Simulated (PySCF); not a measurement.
**SnSe at other levels of theory**

Aim: see what other levels and later steps give for SnSe.

Method: method and basis as typed in the scripts; program: PySCF 2.14.0.

4 further runs of the same task are left out: 4 that didn't finish.

## Step 1: The system as given

SnSe: 2 atoms, charge 0, spin multiplicity 1.

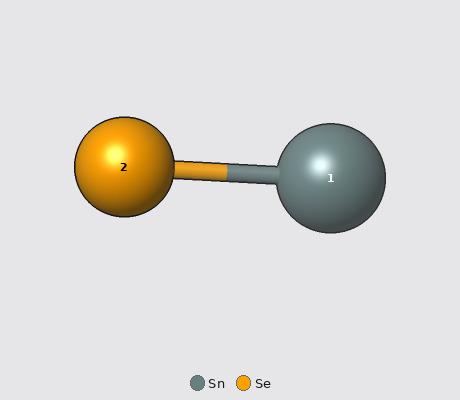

As it starts; tin teal, selenium orange; atoms are numbered from 1 in the order of the file.

## Step 2: The base run

The input, input.py:

```python
from pyscf import gto, scf, mp

mol = gto.M(
    atom='Sn 0 0 0; Se 0 0 2.219',
    basis='sbkjc',
    ecp={'Sn': 'sbkjc', 'Se': 'sbkjc'},
    charge=0,
    spin=0,
    verbose=4,
)
mf = scf.RHF(mol)
mf.kernel()
mp.MP2(mf).kernel()
mf.dip_moment()
print('orbital energies (hartree):', mf.mo_energy[..., max(0, mol.nelec[1]-3):mol.nelec[0]+3].round(4))
```

The run is started by

```bash
$ OMP_NUM_THREADS=1 python input.py
```

Output:

```text
PySCF version 2.14.0

[INPUT] verbose = 4
[INPUT] num. atoms = 2
[INPUT] num. electrons = 10
[INPUT] charge = 0
[INPUT] spin (= nelec alpha-beta = 2S) = 0
[INPUT] symmetry False subgroup None
[INPUT] Mole.unit = angstrom
[INPUT] Symbol           X                Y                Z      unit          X                Y                Z       unit  Magmom
[INPUT]  1 Sn     0.000000000000   0.000000000000   0.000000000000 AA    0.000000000000   0.000000000000   0.000000000000 Bohr   0.0
[INPUT]  2 Se     0.000000000000   0.000000000000   2.219000000000 AA    0.000000000000   0.000000000000   4.193302270410 Bohr   0.0

nuclear repulsion = 5.72341282653448
number of shells = 8
number of NR pGTOs = 40
number of NR cGTOs = 16
basis = sbkjc
ecp = {'Sn': 'sbkjc', 'Se': 'sbkjc'}

******** <class 'pyscf.scf.hf.RHF'> ********
method = RHF
initial guess = minao
damping factor = 0
level_shift factor = 0
DIIS = <class 'pyscf.scf.diis.CDIIS'>
diis_start_cycle = 1
diis_space = 8
diis_damp = 0
SCF conv_tol = 1e-09
SCF conv_tol_grad = None
SCF max_cycles = 50
direct_scf = True
direct_scf_tol = 1e-13
Set gradient conv threshold to 3.16228e-05
Initial guess from minao.
init E= -11.9011187058121
  HOMO = -0.190393232065379  LUMO = 0.00781135171767501  gap/eV = 5.39342
cycle= 1 E= -12.4263295814535  delta_E= -0.525  |g|= 0.199  |ddm|= 2.18
  HOMO = -0.320396840621752  LUMO = -0.0220645544078539  gap/eV = 8.11804
cycle= 2 E= -12.4389639314328  delta_E= -0.0126  |g|= 0.165  |ddm|= 0.749
  HOMO = -0.34954982649952  LUMO = -0.0102486160046489  gap/eV = 9.23286
cycle= 3 E= -12.4523312659296  delta_E= -0.0134  |g|= 0.00766  |ddm|= 0.273
  HOMO = -0.346504132452909  LUMO = -0.00517969662062093  gap/eV = 9.28791
cycle= 4 E= -12.4523853741328  delta_E= -5.41e-05  |g|= 0.00197  |ddm|= 0.0288
  HOMO = -0.347013075683128  LUMO = -0.00535040607830801  gap/eV = 9.29711
cycle= 5 E= -12.4523897639451  delta_E= -4.39e-06  |g|= 0.000511  |ddm|= 0.00805
  HOMO = -0.347120090684768  LUMO = -0.00535013882496773  gap/eV = 9.30003
cycle= 6 E= -12.4523901623379  delta_E= -3.98e-07  |g|= 0.000154  |ddm|= 0.00282
  HOMO = -0.347128643984516  LUMO = -0.00534364018528211  gap/eV = 9.30044
cycle= 7 E= -12.4523901954622  delta_E= -3.31e-08  |g|= 1.16e-05  |ddm|= 0.00115
  HOMO = -0.347128802792821  LUMO = -0.00534134147919293  gap/eV = 9.30051
cycle= 8 E= -12.4523901956589  delta_E= -1.97e-10  |g|= 9.27e-07  |ddm|= 0.000107
  HOMO = -0.347128684159088  LUMO = -0.00534172819097012  gap/eV = 9.30050
Extra cycle  E= -12.4523901956596  delta_E= -6.32e-13  |g|= 3.26e-07  |ddm|= 3.75e-06
converged SCF energy = -12.4523901956596

******** <class 'pyscf.mp.mp2.RMP2'> ********
nocc = 5, nmo = 16
E(RMP2) = -12.5279354956288  E_corr = -0.0755452999692486
E(SCS-RMP2) = -12.5273528439187  E_corr = -0.0749626482591606
E_corr(same-spin) = -0.0181058211968513
E_corr(oppo-spin) = -0.0574394787723974
Dipole moment(X, Y, Z, Debye):  0.00000,  0.00000, -3.72948
orbital energies (hartree): [-0.3502 -0.3502 -0.3471 -0.0053 -0.0053  0.0857]
```

Wall time 0.62 s (1 thread of Intel Xeon 6975P-C, shared host); peak memory 0.11 GiB.

It gives: E(SCF) = -12.452390 Eh, 8 cycles, E(MP2) − E(SCF) = -0.07555 Eh, μ = 3.73 D (of the SCF density).

The bond length is a typed value, not an optimised one.

## Step 3: Stability test

Edit 1 changes step after the SCF: mp2 → stability.

Edit input.py of step 2 so:

```diff
@@ -1,2 +1,2 @@
-from pyscf import gto, scf, mp
+from pyscf import gto, scf
 
@@ -12,3 +12,3 @@
 mf.kernel()
-mp.MP2(mf).kernel()
+mf.stability(internal=True, external=True)
 mf.dip_moment()
```

The run is started by

```bash
$ OMP_NUM_THREADS=1 python input.py
```

Output:

```text
[... 36 set-up lines left out, the same as in an earlier log ...]
init E= -11.9011187058121
  HOMO = -0.190393232065379  LUMO = 0.00781135171767501  gap/eV = 5.39342
cycle= 1 E= -12.4263295814535  delta_E= -0.525  |g|= 0.199  |ddm|= 2.18
  HOMO = -0.320396840621752  LUMO = -0.0220645544078539  gap/eV = 8.11804
cycle= 2 E= -12.4389639314328  delta_E= -0.0126  |g|= 0.165  |ddm|= 0.749
  HOMO = -0.34954982649952  LUMO = -0.0102486160046489  gap/eV = 9.23286
cycle= 3 E= -12.4523312659296  delta_E= -0.0134  |g|= 0.00766  |ddm|= 0.273
  HOMO = -0.346504132452909  LUMO = -0.00517969662062093  gap/eV = 9.28791
cycle= 4 E= -12.4523853741328  delta_E= -5.41e-05  |g|= 0.00197  |ddm|= 0.0288
  HOMO = -0.347013075683128  LUMO = -0.00535040607830801  gap/eV = 9.29711
cycle= 5 E= -12.4523897639451  delta_E= -4.39e-06  |g|= 0.000511  |ddm|= 0.00805
  HOMO = -0.347120090684768  LUMO = -0.00535013882496773  gap/eV = 9.30003
cycle= 6 E= -12.4523901623379  delta_E= -3.98e-07  |g|= 0.000154  |ddm|= 0.00282
  HOMO = -0.347128643984516  LUMO = -0.00534364018528211  gap/eV = 9.30044
cycle= 7 E= -12.4523901954622  delta_E= -3.31e-08  |g|= 1.16e-05  |ddm|= 0.00115
  HOMO = -0.347128802792821  LUMO = -0.00534134147919293  gap/eV = 9.30051
cycle= 8 E= -12.4523901956589  delta_E= -1.97e-10  |g|= 9.27e-07  |ddm|= 0.000107
  HOMO = -0.347128684159088  LUMO = -0.00534172819097012  gap/eV = 9.30050
Extra cycle  E= -12.4523901956596  delta_E= -6.32e-13  |g|= 3.26e-07  |ddm|= 3.75e-06
converged SCF energy = -12.4523901956596
rhf_internal: lowest eigs of H = [0.4519556  0.4519568  0.56698202]
<class 'pyscf.scf.hf.RHF'> wavefunction is stable in the internal stability analysis
rhf_real2complex: lowest eigs of H = [0.09033268 0.10951961 0.1095284 ]
<class 'pyscf.scf.hf.RHF'> wavefunction is stable in the real -> complex stability analysis
rhf_external: lowest eigs of H = [0.02023762 0.05640595 0.0580398 ]
<class 'pyscf.scf.hf.RHF'> wavefunction is stable in the RHF/RKS -> UHF/UKS stability analysis
Dipole moment(X, Y, Z, Debye):  0.00000,  0.00000, -3.72948
orbital energies (hartree): [-0.3502 -0.3502 -0.3471 -0.0053 -0.0053  0.0857]
```

Wall time 0.64 s (1 thread of Intel Xeon 6975P-C, shared host).

This run: E(SCF) = -12.452390 Eh (no change), 8 cycles, μ = 3.73 D, internal stable; real -> complex stable; RHF/RKS -> UHF/UKS stable.

## Step 4: UHF

Edit 2 changes SCF type: RHF → UHF.

The input, input.py:

```python
from pyscf import gto, scf, mp

mol = gto.M(
    atom='Sn 0 0 0; Se 0 0 2.219',
    basis='sbkjc',
    ecp={'Sn': 'sbkjc', 'Se': 'sbkjc'},
    charge=0,
    spin=0,
    verbose=4,
)
mf = scf.UHF(mol)
mf.kernel()
mp.MP2(mf).kernel()
mf.dip_moment()
print('orbital energies (hartree):', [e[max(0, n-3):n+3].round(4) for e, n in zip(mf.mo_energy, mol.nelec)])
```

The run is started by

```bash
$ OMP_NUM_THREADS=1 python input.py
```

Output:

```text
[... 20 set-up lines left out, the same as in an earlier log ...]
******** <class 'pyscf.scf.uhf.UHF'> ********
method = UHF
[... 12 set-up lines left out, the same as in an earlier log ...]
number electrons alpha = 5  beta = 5
[... 1 set-up line left out, the same as in an earlier log ...]
init E= -11.9011187058121
[... the frontier-level lines of each cycle are left out ...]
cycle= 1 E= -12.4263295814535  delta_E= -0.525  |g|= 0.141  |ddm|= 1.54
cycle= 2 E= -12.4389639314328  delta_E= -0.0126  |g|= 0.117  |ddm|= 0.53
cycle= 3 E= -12.4523312659296  delta_E= -0.0134  |g|= 0.00542  |ddm|= 0.193
cycle= 4 E= -12.4523853741328  delta_E= -5.41e-05  |g|= 0.00139  |ddm|= 0.0204
cycle= 5 E= -12.4523897639451  delta_E= -4.39e-06  |g|= 0.000362  |ddm|= 0.00569
cycle= 6 E= -12.4523901623379  delta_E= -3.98e-07  |g|= 0.000109  |ddm|= 0.00199
cycle= 7 E= -12.4523901954622  delta_E= -3.31e-08  |g|= 8.17e-06  |ddm|= 0.000814
cycle= 8 E= -12.4523901956589  delta_E= -1.97e-10  |g|= 6.55e-07  |ddm|= 7.59e-05
Extra cycle  E= -12.4523901956596  delta_E= -6.47e-13  |g|= 2.3e-07  |ddm|= 2.65e-06
converged SCF energy = -12.4523901956596  <S^2> = -3.5527137e-15  2S+1 = 1

******** <class 'pyscf.mp.ump2.UMP2'> ********
nocc = (np.int64(5), np.int64(5)), nmo = (16, 16)
E(UMP2) = -12.5279354956288  E_corr = -0.0755452999692319
E(SCS-UMP2) = -12.5273528439187  E_corr = -0.0749626482591449
E_corr(same-spin) = -0.0181058211968461
E_corr(oppo-spin) = -0.0574394787723857
Dipole moment(X, Y, Z, Debye):  0.00000,  0.00000, -3.72948
orbital energies (hartree): [array([-0.3502, -0.3502, -0.3471, -0.0053, -0.0053,  0.0857]), array([-0.3502, -0.3502, -0.3471, -0.0053, -0.0053,  0.0857])]
```

It took 0.7 s on 1 thread of Intel Xeon 6975P-C, shared host.

Result: E(SCF) = -12.452390 Eh (no change), 8 cycles, E(MP2) − E(SCF) = -0.07555 Eh, μ = 3.73 D (of the SCF density).

## Step 5: ROHF

Edit 3 changes SCF type: RHF → ROHF.

Edit input.py of step 2 so:

```diff
@@ -10,3 +10,3 @@
 )
-mf = scf.RHF(mol)
+mf = scf.ROHF(mol)
 mf.kernel()
```

The run is started by

```bash
$ OMP_NUM_THREADS=1 python input.py
```

Output:

```text
[... 20 set-up lines left out, the same as in an earlier log ...]
******** <class 'pyscf.scf.rohf.ROHF'> ********
method = ROHF
[... 12 set-up lines left out, the same as in an earlier log ...]
num. doubly occ = 5  num. singly occ = 0
[... 1 set-up line left out, the same as in an earlier log ...]
init E= -11.9011187058121
  HOMO = -0.190393232065383  LUMO = 0.00781135171767446  gap/eV = 5.39342
cycle= 1 E= -12.4263295814535  delta_E= -0.525  |g|= 0.199  |ddm|= 1.54
  HOMO = -0.320396840621752  LUMO = -0.0220645544078547  gap/eV = 8.11804
cycle= 2 E= -12.4389639314328  delta_E= -0.0126  |g|= 0.165  |ddm|= 0.53
  HOMO = -0.349549826499521  LUMO = -0.0102486160046481  gap/eV = 9.23286
cycle= 3 E= -12.4523312659296  delta_E= -0.0134  |g|= 0.00766  |ddm|= 0.193
  HOMO = -0.346504132452909  LUMO = -0.00517969662062116  gap/eV = 9.28791
cycle= 4 E= -12.4523853741328  delta_E= -5.41e-05  |g|= 0.00197  |ddm|= 0.0204
  HOMO = -0.347013075683126  LUMO = -0.0053504060783065  gap/eV = 9.29711
cycle= 5 E= -12.4523897639451  delta_E= -4.39e-06  |g|= 0.000511  |ddm|= 0.00569
  HOMO = -0.347120090684768  LUMO = -0.00535013882496951  gap/eV = 9.30003
cycle= 6 E= -12.4523901623379  delta_E= -3.98e-07  |g|= 0.000154  |ddm|= 0.00199
  HOMO = -0.347128643984516  LUMO = -0.00534364018528225  gap/eV = 9.30044
cycle= 7 E= -12.4523901954621  delta_E= -3.31e-08  |g|= 1.16e-05  |ddm|= 0.000814
  HOMO = -0.347128802792822  LUMO = -0.00534134147922423  gap/eV = 9.30051
cycle= 8 E= -12.4523901956589  delta_E= -1.97e-10  |g|= 9.27e-07  |ddm|= 7.59e-05
  HOMO = -0.347128684159087  LUMO = -0.0053417281909693  gap/eV = 9.30050
Extra cycle  E= -12.4523901956595  delta_E= -6.29e-13  |g|= 3.26e-07  |ddm|= 2.65e-06
converged SCF energy = -12.4523901956595

WARN: RMP2 method does not support ROHF method. ROHF object is converted to UHF object and UMP2 method is called.

******** <class 'pyscf.mp.ump2.UMP2'> ********
nocc = (np.int64(5), np.int64(5)), nmo = (16, 16)
E(UMP2) = -12.5279354956288  E_corr = -0.0755452999692411
E(SCS-UMP2) = -12.5273528439187  E_corr = -0.0749626482591535
E_corr(same-spin) = -0.018105821196849
E_corr(oppo-spin) = -0.0574394787723921
Dipole moment(X, Y, Z, Debye):  0.00000,  0.00000, -3.72948
orbital energies (hartree): [-0.3502 -0.3502 -0.3471 -0.0053 -0.0053  0.0857]
```

It took 0.66 s on 1 thread of Intel Xeon 6975P-C, shared host.

Outcome: E(SCF) = -12.452390 Eh (no change), 8 cycles, E(MP2) − E(SCF) = -0.07555 Eh, μ = 3.73 D (of the SCF density).

## Step 6: CASCI

Edit 4 changes step after the SCF: mp2 → casci; active space: none → 6 electrons in 6 orbitals.

Edit input.py of step 2 so:

```diff
@@ -1,2 +1,2 @@
-from pyscf import gto, scf, mp
+from pyscf import gto, scf, mcscf
 
@@ -12,3 +12,5 @@
 mf.kernel()
-mp.MP2(mf).kernel()
+mc = mcscf.CASCI(mf, 6, 6)
+mc.kernel()
+mc.analyze()
 mf.dip_moment()
```

The run is started by

```bash
$ OMP_NUM_THREADS=1 python input.py
```

Output:

```text
[... 36 set-up lines left out, the same as in an earlier log ...]
init E= -11.9011187058121
  HOMO = -0.190393232065379  LUMO = 0.00781135171767501  gap/eV = 5.39342
cycle= 1 E= -12.4263295814535  delta_E= -0.525  |g|= 0.199  |ddm|= 2.18
  HOMO = -0.320396840621752  LUMO = -0.0220645544078539  gap/eV = 8.11804
cycle= 2 E= -12.4389639314328  delta_E= -0.0126  |g|= 0.165  |ddm|= 0.749
  HOMO = -0.34954982649952  LUMO = -0.0102486160046489  gap/eV = 9.23286
cycle= 3 E= -12.4523312659296  delta_E= -0.0134  |g|= 0.00766  |ddm|= 0.273
  HOMO = -0.346504132452909  LUMO = -0.00517969662062093  gap/eV = 9.28791
cycle= 4 E= -12.4523853741328  delta_E= -5.41e-05  |g|= 0.00197  |ddm|= 0.0288
  HOMO = -0.347013075683128  LUMO = -0.00535040607830801  gap/eV = 9.29711
cycle= 5 E= -12.4523897639451  delta_E= -4.39e-06  |g|= 0.000511  |ddm|= 0.00805
  HOMO = -0.347120090684768  LUMO = -0.00535013882496773  gap/eV = 9.30003
cycle= 6 E= -12.4523901623379  delta_E= -3.98e-07  |g|= 0.000154  |ddm|= 0.00282
  HOMO = -0.347128643984516  LUMO = -0.00534364018528211  gap/eV = 9.30044
cycle= 7 E= -12.4523901954622  delta_E= -3.31e-08  |g|= 1.16e-05  |ddm|= 0.00115
  HOMO = -0.347128802792821  LUMO = -0.00534134147919293  gap/eV = 9.30051
cycle= 8 E= -12.4523901956589  delta_E= -1.97e-10  |g|= 9.27e-07  |ddm|= 0.000107
  HOMO = -0.347128684159088  LUMO = -0.00534172819097012  gap/eV = 9.30050
Extra cycle  E= -12.4523901956596  delta_E= -6.32e-13  |g|= 3.26e-07  |ddm|= 3.75e-06
converged SCF energy = -12.4523901956596

******** <class 'pyscf.mcscf.casci.CASCI'> ********
CAS (3e+3e, 6o), ncore = 2, nvir = 8
natorb = False
canonicalization = True
sorting_mo_energy = False
******** <class 'pyscf.fci.direct_spin1.FCISolver'> ********
max. cycles = 200
conv_tol = 1e-08
davidson only = False
linear dependence = 1e-12
level shift = 0.001
max iter space = 12
nroots = 1
pspace_size = 400
spin = None
Density matrix diagonal elements [1.94838226 1.94838226 1.98137804 0.05616372 0.05616372 0.00953002]
CASCI converged
CASCI E = -12.4808353225100  E(CI) = -6.40817475165320  S^2 = 0.0000000
Natural occ [1.98213198 1.94993705 1.94993705 0.05460892 0.05460892 0.00877608]
Natural orbital (expansion on meta-Lowdin AOs) in CAS space
               #1        #2        #3        #4        #5
0 Sn 5s          0.40673  -0.00000  -0.00000  -0.00000  -0.00000
0 Sn 6s          0.12408  -0.00000  -0.00000  -0.00000  -0.00000
0 Sn 5px         0.00000   0.40341   0.29856   0.55456  -0.56519
0 Sn 5py         0.00000  -0.29856   0.40341   0.56519   0.55456
0 Sn 5pz        -0.60555   0.00000   0.00000  -0.00000   0.00000
0 Sn 6px         0.00000   0.06504   0.04814   0.24573  -0.25044
0 Sn 6py         0.00000  -0.04814   0.06504   0.25044   0.24573
0 Sn 6pz         0.01031  -0.00000   0.00000  -0.00000  -0.00000
1 Se 4s          0.15651  -0.00000  -0.00000   0.00000  -0.00000
1 Se 5s          0.09532  -0.00000  -0.00000  -0.00000  -0.00000
1 Se 4px         0.00000   0.67620   0.50046  -0.32724   0.33352
1 Se 4py         0.00000  -0.50046   0.67620  -0.33352  -0.32724
1 Se 4pz         0.64433  -0.00000  -0.00000  -0.00000  -0.00000
1 Se 5px         0.00000   0.14794   0.10949  -0.12448   0.12687
1 Se 5py         0.00000  -0.10949   0.14794  -0.12687  -0.12448
1 Se 5pz         0.06032   0.00000  -0.00000  -0.00000  -0.00000
               #6
0 Sn 5s          0.17904
0 Sn 6s          0.21868
0 Sn 5px         0.00000
0 Sn 5py         0.00000
0 Sn 5pz         0.46967
0 Sn 6px        -0.00000
0 Sn 6py        -0.00000
0 Sn 6pz         0.73269
1 Se 4s         -0.20708
1 Se 5s          0.01438
1 Se 4px        -0.00000
1 Se 4py        -0.00000
1 Se 4pz         0.30799
1 Se 5px         0.00000
1 Se 5py        -0.00000
1 Se 5pz         0.15734
<mo_coeff-mcscf|mo_coeff-hf>  1      1        0.99968221
<mo_coeff-mcscf|mo_coeff-hf>  2      2        0.99968221
<mo_coeff-mcscf|mo_coeff-hf>  3      3        1.00000000
<mo_coeff-mcscf|mo_coeff-hf>  4      4        1.00000000
<mo_coeff-mcscf|mo_coeff-hf>  5      5        1.00000000
<mo_coeff-mcscf|mo_coeff-hf>  6      6        1.00000000
<mo_coeff-mcscf|mo_coeff-hf>  7      7        1.00000000
<mo_coeff-mcscf|mo_coeff-hf>  8      8        1.00000000
<mo_coeff-mcscf|mo_coeff-hf>  9      10       0.99927990
<mo_coeff-mcscf|mo_coeff-hf>  10     9        0.99927990
<mo_coeff-mcscf|mo_coeff-hf>  11     11       0.99893728
<mo_coeff-mcscf|mo_coeff-hf>  12     13       0.95479662
<mo_coeff-mcscf|mo_coeff-hf>  13     14       0.95479662
<mo_coeff-mcscf|mo_coeff-hf>  14     12       0.99895847
<mo_coeff-mcscf|mo_coeff-hf>  15     15       0.99997619
<mo_coeff-mcscf|mo_coeff-hf>  16     16       0.99999987
** Largest CI components **
  [alpha occ-orbitals] [beta occ-orbitals]            CI coefficient
  [0 1 2]              [0 1 2]                         0.967726205580
 ** Mulliken pop on meta-lowdin orthogonal AOs  **
 ** Mulliken pop  **
pop of  0 Sn 5s           1.82078
pop of  0 Sn 6s           0.03479
pop of  0 Sn 5px          0.52538
pop of  0 Sn 5py          0.52538
pop of  0 Sn 5pz          0.94712
pop of  0 Sn 6px          0.01949
pop of  0 Sn 6py          0.01949
pop of  0 Sn 6pz          0.00934
pop of  1 Se 4s           1.81862
pop of  1 Se 5s           0.02617
pop of  1 Se 4px          1.39189
pop of  1 Se 4py          1.39189
pop of  1 Se 4pz          1.31995
pop of  1 Se 5px          0.06778
pop of  1 Se 5py          0.06778
pop of  1 Se 5pz          0.01413
 ** Mulliken atomic charges  **
charge of    0Sn =      0.09822
charge of    1Se =     -0.09822
Mulliken spin population analysis on meta-Lowdin AOs:
 ** Mulliken pop on meta-lowdin orthogonal AOs  **
 ** Mulliken pop  **
pop of  0 Sn 5s          -0.00000
pop of  0 Sn 6s          -0.00000
pop of  0 Sn 5px          0.00000
pop of  0 Sn 5py          0.00000
pop of  0 Sn 5pz          0.00000
pop of  0 Sn 6px          0.00000
pop of  0 Sn 6py          0.00000
pop of  0 Sn 6pz          0.00000
pop of  1 Se 4s          -0.00000
pop of  1 Se 5s          -0.00000
pop of  1 Se 4px         -0.00000
pop of  1 Se 4py         -0.00000
pop of  1 Se 4pz         -0.00000
pop of  1 Se 5px         -0.00000
pop of  1 Se 5py         -0.00000
pop of  1 Se 5pz         -0.00000
 ** Mulliken atomic charges  **
charge of    0Sn =      4.00000
charge of    1Se =      6.00000
spop of 0 Sn 5s        -0.00000
spop of 0 Sn 6s        -0.00000
spop of 0 Sn 5px        0.00000
spop of 0 Sn 5py        0.00000
spop of 0 Sn 5pz        0.00000
spop of 0 Sn 6px        0.00000
spop of 0 Sn 6py        0.00000
spop of 0 Sn 6pz        0.00000
spop of 1 Se 4s        -0.00000
spop of 1 Se 5s        -0.00000
spop of 1 Se 4px       -0.00000
spop of 1 Se 4py       -0.00000
spop of 1 Se 4pz       -0.00000
spop of 1 Se 5px       -0.00000
spop of 1 Se 5py       -0.00000
spop of 1 Se 5pz       -0.00000
Mulliken atomic spins:
spin of  0Sn =      0.00000
spin of  1Se =     -0.00000
Dipole moment(X, Y, Z, Debye):  0.00000,  0.00000, -3.72948
orbital energies (hartree): [-0.3502 -0.3502 -0.3471 -0.0053 -0.0053  0.0857]
```

Wall time 0.74 s (1 thread of Intel Xeon 6975P-C, shared host).

Result: E(SCF) = -12.452390 Eh (no change), 8 cycles, E(CAS) − E(SCF) = -0.02845 Eh, μ = 3.73 D (of the SCF density).

Natural occupations of the active orbitals: 1.98, 1.95, 1.95, 0.05, 0.05, 0.01. All lie within 0.1 of a whole number.

## Step 7: Comparison

| run | E(SCF) (hartree) | from base (eV) | cycles | gap (eV) | SCF dipole (D) | after the SCF |
| --- | --- | --- | --- | --- | --- | --- |
| base | -12.452390 | 0 | 8 | 9.30 | 3.73 | MP2 correlation -2.056 eV |
| stability test | -12.452390 | 0.0000 | 8 | 9.30 | 3.73 | stable |
| UHF | -12.452390 | 0.0000 | 8 | 9.30 | 3.73 | MP2 correlation -2.056 eV |
| ROHF | -12.452390 | 0.0000 | 8 | n/a | 3.73 | MP2 correlation -2.056 eV |
| CASCI | -12.452390 | 0.0000 | 8 | 9.30 | 3.73 | CASCI correlation -0.774 eV |

Wall time on 1 thread of Intel Xeon 6975P-C, shared host, start-up included: base 0.62 s; stability test 0.64 s; UHF 0.7 s; ROHF 0.66 s; CASCI 0.74 s.

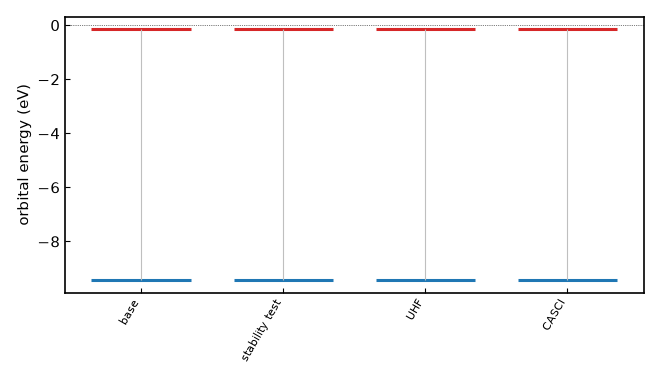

Highest filled (blue) and lowest empty (red) level of each run.

In words: With UHF or ROHF the SCF ends at the base energy. With UHF, ROHF the path hardly changes: 8 cycles against 8.
